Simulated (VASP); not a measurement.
Band structure of NaF (rock salt). Computed with PBE GGA, VASP's PBE PAW potentials (set 64) (plane waves; VASP).

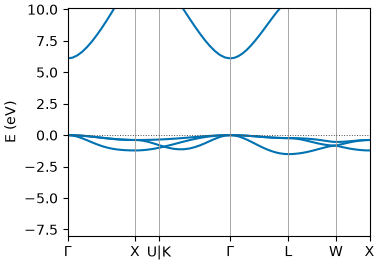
*Bands along high-symmetry lines, zero at the valence-band maximum or, without a gap, the Fermi level*

**Question.** Read the plot: is there a gap, and where are the band edges?

**Answer.** The gap is direct, 6.10 eV, from the valence maximum at Γ to the conduction minimum at Γ. (Edges off the drawn lines would not show.)

Measured: gap 11.70 eV (computed value off by -5.60 eV), as given by David Koller et al., Journal of Physics Condensed Matter (2013), arXiv:1304.4470.

The compound is NaF in the rock salt structure. It was relaxed first.
